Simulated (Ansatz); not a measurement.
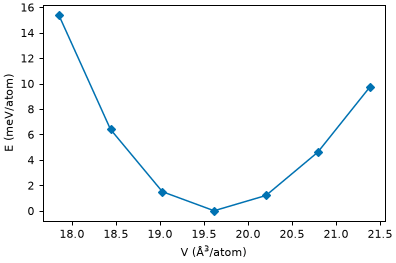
Figure: Cs2ZrF6 in space group P-3m1 (No. 164; Cs on 2d, Zr on 1a, F on 6i) under volume change, r²SCAN (plane waves, PAW; program Ansatz), shape and atoms relaxed at each volume.

Task: What does a third-order Birch–Murnaghan fit give for V₀, B₀ and B′?

Result: V₀ = 19.62 Å³/atom, B₀ = 24.5 GPa, B′ = 6.4.

The first step of the workflow began from a Materials Project structure, measured or hypothetical; the Crystallography Open Database files this formula in space group No. 164, but the cells were not matched. Whether it is the stable phase at ambient conditions was not checked. The cell was relaxed with r²SCAN under the symmetry of its start; whether a distortion lowers the energy is not shown. No spin polarisation was allowed. Spin–orbit coupling is left out wherever it is not named.

Potentials: the later of the program's two PAW sets.
